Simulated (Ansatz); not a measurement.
# NaB (Fm-3m): the cell at rest

Task: relax NaB (Fm-3m) tightly.

Main program and level: Ansatz 0.2.0; DFT PBEsol, scalar-relativistic, plane waves, PAW; PAW set soft_1.

### 1. Starting point

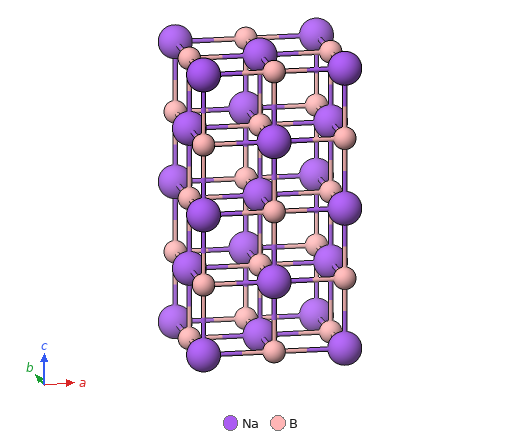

The starting structure, seen slightly off an axis (sodium purple, boron pink). 1×1×2 cells are drawn. This picture shows the conventional cell, with its axes. Some periodic images of atoms are drawn too.

### 2. Probe on a coarse mesh

First a cheap look: the gap decides the mesh and the occupations, the pressure tells how far the cell has to move.

Contents of input.yaml:

```yaml
crystal:
  lattice:
    - [0.0, 2.683869, 2.683869]
    - [2.683869, 0.0, 2.683869]
    - [2.683869, 2.683869, 0.0]
  atoms:
    - { symbol: Na, position: [0.0, 0.0, 0.0] }
    - { symbol: B, position: [0.5, 0.5, 0.5] }
kpoints:
  mp_grid: { grid: [6, 6, 6] }
hamiltonian:
  xc: pbesol
  pseudopotentials: { kind: paw, azcp: { folder: soft_1 }, xc_functional: pbe }
scf:
  occupations: { method: gaussian, width: 0.1 }
output:
  forces: true
  stress: true
  eigenvalues: true
```

The run is started by

```
> ansatz run input.yaml --threads 4 --pin off --max-ram 10240MiB --backend cpu --events-out ev --progress --plain --runs-dir out
```

Numbers of over 12 decimals in the logs are rounded to 6 here.

Log:

```text
Engine: ansatz 0.2.0, aarch64-unknown-linux-gnu
Pseudopotentials: kind: paw
Pseudopotential: Na, paw, valence charge 9, recommended cutoff 420 eV (normal), soft_1/Na.paw.azcp
Pseudopotential: B, paw, valence charge 3, recommended cutoff 420 eV (normal), soft_1/B.paw.azcp
Functional definition: PBEsol
  exchange = pbesol_x
  correlation = pbesol_c
Crystal: 2 atoms, lattice volume = 38.665 Å³
[...]
k-point 1: bands = ["-48.2281", "-20.3260", "-20.3164", "-20.3164", "-4.2209", "3.8647", "4.8339", "4.8339", "10.4221", "11.8174"]
  k-point 2: bands = ["-48.2272", "-20.3473", "-20.3185", "-20.3185", "-3.3359", "1.8104", "4.5245", "4.5245", "9.8256", "12.9836"]
  k-point 15: bands = ["-48.2261", "-20.3471", "-20.3357", "-20.3303", "-2.0366", "1.5463", "2.6761", "3.1970", "10.2250", "10.5686"]
[key lines of the parts left out:]
SCF converged after 6 iterations
Free energy (F): -1624.665437 eV
Fermi energy:    2.591838 eV
P = ⅓ Tr σ = -0.7414 GPa (-7.414 kbar)
```

It took 0.78 s on 4 threads of Arm Neoverse V2, shared host; peak memory 0.25 GiB.

Numbers from this step:

```yaml
pressure: -0.7414 GPa
volume_per_atom: 19.33 Å³
gap_on_the_k_mesh: 0 eV
```

The coarse mesh shows no gap and a pressure of -0.7 GPa.

### 3. Bringing the structure to rest

The cell and atoms are relaxed, since residual forces and stress would shift the frequencies.

Edit input.yaml of step 2 so:

```diff
@@ -9,3 +9,3 @@
 kpoints:
-  mp_grid: { grid: [6, 6, 6] }
+  mp_grid: { grid: [14, 14, 14] }
 hamiltonian:
@@ -19 +19,6 @@
   eigenvalues: true
+relax:
+  adjacent_minimum: "off"
+  f_tol: 0.005
+  max_steps: 80
+  cell: { stress_tol: 0.05 }
```

Log:

```text
[...]
Crystal: 2 atoms, lattice volume = 38.665 Å³
Basis set: ecut = 420 eV, 749 PW (Γ), exchange–correlation on 54×54×54 points (8 copies of the dense FFT grid, shifted against one another)
Bands: 10, of which v1, the nominal top of the filled ones, is band 6 counted from 1 (5 counted from 0)
Symmetry: 48 space group operations
[...]
k-points: 104 of 2744
[...]
SCF iter   1: F=—  HF=-1624.709841 eV  |F-HF|=—  |Δ(HF+E_count)|=         —  Δρ=1.72e-2  dr2=9.03e-2  ethr=3.10e-3  ⟨swp⟩=5.7  Hψ=5838  notcnv=0
[...]
SCF iter   6: F=-1624.675802 eV  HF=-1624.675802 eV  |F-HF|=2.88e-9  |Δ(HF+E_count)|=   2.51e-7  Δρ=2.68e-6  dr2=4.65e-9  ethr=8.33e-10  ⟨swp⟩=6.9  Hψ=4880  notcnv=0
SCF 1 converged in 6 iterations: F = -1624.675802 eV  dr2 = 4.65e-9
[...]
relax step   1: F+E_penalty+E_count = -1624.67580157 eV  Δ(F+E_penalty+E_count) = +0.000e0 eV  max|allowed force component| = 1.697e-30 eV/Å  Δτ_max = 0.0000 Å  P = -0.993 GPa  Ω = 38.665 Å³  (6 SCF iters, dr2 threshold 1.00e-7 eV, accepted)
Crystal: 2 atoms, lattice volume = 37.482 Å³
Basis set: ecut = 420 eV, 725 PW (Γ), exchange–correlation on 54×54×54 points (8 copies of the dense FFT grid, shifted against one another)
[...]
iter 1 solved again at ethr=4.04e-7 eV; its pass at ethr=3.10e-3 eV (dr2=4.84e-5 eV) is discarded
[...]
SCF iter   3: F=-1624.680373 eV  HF=-1624.680373 eV  |F-HF|=4.69e-8  |Δ(HF+E_count)|=   1.53e-6  Δρ=3.27e-5  dr2=1.43e-7  ethr=1.67e-9  ⟨swp⟩=6.9  Hψ=5628  notcnv=0
SCF 2 converged in 3 iterations: F = -1624.680373 eV  dr2 = 1.43e-7
relax step   2: F+E_penalty+E_count = -1624.68037291 eV  Δ(F+E_penalty+E_count) = -4.571e-3 eV  max|allowed force component| = 6.738e-31 eV/Å  Δτ_max = 0.0000 Å  P = -0.181 GPa  Ω = 37.482 Å³  energy of the carried Pulay correction = +1.561e-4 eV  (3 SCF iters, dr2 threshold 2.00e-7 eV, accepted)
Crystal: 2 atoms, lattice volume = 37.227 Å³
[...]
SCF iter   3: F=-1624.680542 eV  HF=-1624.680542 eV  |F-HF|=4.70e-10  |Δ(HF+E_count)|=   1.17e-7  Δρ=1.12e-5  dr2=1.76e-8  ethr=6.83e-10  ⟨swp⟩=5.9  Hψ=5249  notcnv=0
SCF 3 converged in 3 iterations: F = -1624.680542 eV  dr2 = 1.76e-8
relax step   3: F+E_penalty+E_count = -1624.68054201 eV  Δ(F+E_penalty+E_count) = -1.691e-4 eV  max|allowed force component| = 5.999e-31 eV/Å  Δτ_max = 0.0000 Å  P = +0.012 GPa  Ω = 37.227 Å³  energy of the carried Pulay correction = +1.903e-4 eV  (3 SCF iters, dr2 threshold 8.20e-8 eV, accepted)
[...]
SCF iter   4: F=-1624.680381 eV  HF=-1624.680381 eV  |F-HF|=6.59e-12  |Δ(HF+E_count)|=  1.42e-10  Δρ=1.69e-7  dr2=9.41e-12  ethr=1.00e-12  ⟨swp⟩=6.8  Hψ=5234  notcnv=0
SCF 4 converged in 4 iterations: F = -1624.680381 eV  dr2 = 9.41e-12
relax step   4: F+E_penalty+E_count = -1624.68038098 eV  Δ(F+E_penalty+E_count) = +1.610e-4 eV  max|allowed force component| = 7.437e-31 eV/Å  Δτ_max = 0.0000 Å  P = +0.005 GPa  Ω = 37.227 Å³  stress off target by 5.40e-3 GPa  SCF on the basis re-selected at this cell (its energy is not comparable with the rows above)  (4 SCF iters)
basis re-selected at this cell: Δ(F+E_penalty+E_count) = +1.610e-4 eV, ΔP = -0.006 GPa vs the last step (what re-selecting the basis moved, of the pressure what is left beyond the Pulay correction that the steps carried, after the strain that the cell walked since its last selection, with what the two solves' SCF thresholds leave and, on support functions, any second-order correction that the steps lacked; it is no m [...]
SCF converged after 4 iterations
Free energy (F): -1624.680381 eV
[...]
Internal energy: -1624.675164 eV  (E = F + TS)
E sigma→0 (E₀):  -1624.677773 eV
Entropy (-TS):   -0.005217 eV (-2.608 meV/atom)
Fermi energy:    2.817910 eV
[...]
--- Stress (GPa, compression-positive) ---
        0.005401       0.000000       0.000000
        0.000000       0.005401       0.000000
        0.000000       0.000000       0.005401
  P = ⅓ Tr σ = 0.0054 GPa (0.054 kbar)
--- Band table (eV; the first three rows and the last of 104) ---
[...]
--- Relaxed structure (3 steps of the walk, 3 accepted, 1 SCFs on fresh bases) ---
  F+E_penalty+E_count = -1624.68038098 eV   max|allowed force component| = 7.437e-31 eV/Å   (the final SCF, on the basis selected at the relaxed cell)
  cell:  # Å, volume = 37.2275 Å³
    - [0, 2.650195, 2.650195]
    - [2.650195, 0, 2.650195]
    - [2.650195, 2.650195, 0]
  atoms:
    - { symbol: Na, position: [0, 0, 0] }
    - { symbol: B, position: [0.5, 0.5, 0.5] }
```

It took 2.5 s on 4 threads; peak memory 0.33 GiB; 8.6 s of CPU time.

The steps of the relaxation:

```csv
step,energy less that of the first step (eV),largest force component (eV/Å),pressure (GPa),volume (Å³)
1,0.0000,0.0000,-0.99,38.66
2,-0.0046,0.0000,-0.18,37.48
3,-0.0047,0.0000,0.01,37.23
4*,-0.0046,0.0000,0.01,37.23
```

Relaxation steps marked * repeat the geometry before them on a plane-wave basis chosen anew for their cell, so energy and pressure can jump there.

The run keeps the 48 symmetry operations that it works with, so distortions that break them were not tested.

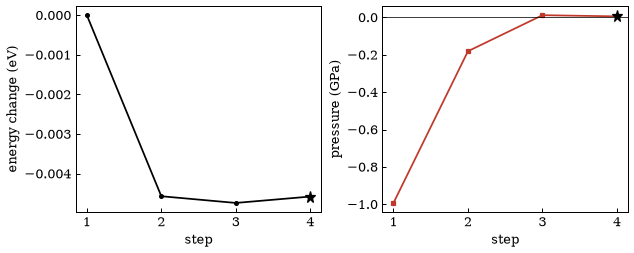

Energy and pressure along the relaxation. Stars mark steps on a basis chosen anew.

```csv
"conventional cell, symmetrised",before,after,change
a (Å),5.368,5.300,-1.3 %
b (Å),5.368,5.300,-1.3 %
c (Å),5.368,5.300,-1.3 %
volume (Å³/atom),19.33,18.61,-3.7 %
```

Final coordinates:

```cif
data_structure
_symmetry_space_group_name_H-M 'P 1'
_symmetry_Int_Tables_number 1
_cell_length_a 3.7479
_cell_length_b 3.7479
_cell_length_c 3.7479
_cell_angle_alpha 60.000
_cell_angle_beta 60.000
_cell_angle_gamma 60.000
_cell_volume 37.23
loop_
_atom_site_label
_atom_site_type_symbol
_atom_site_fract_x
_atom_site_fract_y
_atom_site_fract_z
_atom_site_occupancy
Na1 Na 0.00000 0.00000 0.00000 1
B2 B 0.50000 0.50000 0.50000 1
```

This step gave:

```yaml
pressure: 0.005401 GPa
volume_per_atom: 18.61 Å³
```

In this step the volume went from 19.33 to 18.61 Å³/atom.

### 4. Tight relaxation

Phonons need a cell at rest on their own settings, so the relaxation is repeated with tight tolerances on forces and stress on the k mesh and occupations of the first response run.

input.yaml, the sections that differ from step 3:

```yaml
crystal:
  lattice:
    - [0.0, 2.6501950063, 2.6501950063]
    - [2.6501950063, 0.0, 2.6501950063]
    - [2.6501950063, 2.6501950063, 0.0]
  atoms:
    - { symbol: Na, position: [0.0, 0.0, 0.0] }
    - { symbol: B, position: [0.5, 0.5, 0.5] }
kpoints:
  mp_grid: { grid: [16, 16, 16] }
scf:
  occupations: { method: methfessel_paxton, width: 0.2 }
relax:
  adjacent_minimum: "off"
  f_tol: 0.001
  max_steps: 60
  cell: { stress_tol: 0.01 }
# hamiltonian, output: as in step 3
```

Log:

```text
[...]
Crystal: 2 atoms, lattice volume = 37.227 Å³
Basis set: ecut = 420 eV, 725 PW (Γ), exchange–correlation on 54×54×54 points (8 copies of the dense FFT grid, shifted against one another)
Bands: 10, of which v1, the nominal top of the filled ones, is band 6 counted from 1 (5 counted from 0)
Symmetry: 48 space group operations
[...]
k-points: 145 of 4096
[...]
0.000000       0.000000       0.008235
  P = ⅓ Tr σ = 0.0082 GPa (0.082 kbar)
--- Band table (eV; the first three rows and the last of 145) ---
[...]
--- Relaxed structure (2 steps of the walk, 2 accepted, 1 SCFs on fresh bases) ---
[...]
cell:  # Å, volume = 37.2695 Å³
    - [0, 2.651193, 2.651193]
    - [2.651193, 0, 2.651193]
    - [2.651193, 2.651193, 0]
  atoms:
    - { symbol: Na, position: [0, 0, 0] }
    - { symbol: B, position: [0.5, 0.5, 0.5] }
[key lines of the parts left out:]
SCF converged after 5 iterations
Free energy (F): -1624.677407 eV
Fermi energy:    2.816736 eV
```

Elapsed: 2.5 s, on 4 threads; peak memory 0.35 GiB.

Little changed from the start: no atom moved by 0.005 Å and no cell edge by 0.1 %.

This step gave:

```
pressure        : 0.008235 GPa
volume per atom : 18.63 Å³
```

The forces vanish by symmetry and the pressure is 0.008 GPa, within the tolerances set. The cell now holds 18.63 Å³/atom.

### 5. Outcome

| Property | Result |
| --- | --- |
| space group after relaxation (within 0.01 Å) | Fm-3m |
| lattice constant a | 5.302 Å |
| lattice constant b | 5.302 Å |
| lattice constant c | 5.302 Å |
| volume per atom | 18.6 Å³ |

What this shows: The forces vanish by symmetry and the pressure is 0.008 GPa, within the tolerances set. The cell now holds 18.63 Å³/atom. The relaxation keeps the symmetry of its start, so it says nothing on stability against lower symmetry. The PAW files were made for PBE and serve the other functionals too.

[Logs are printed without paths, hosts, clocks, repeated set-up lines and the standing remarks that a program may print on its own settings, such as how far it seeks lower states.]

[Hosts, paths, dates, database ids (printed as entryN), source tags and the programs' standing remarks are cut or masked in the printed files.]
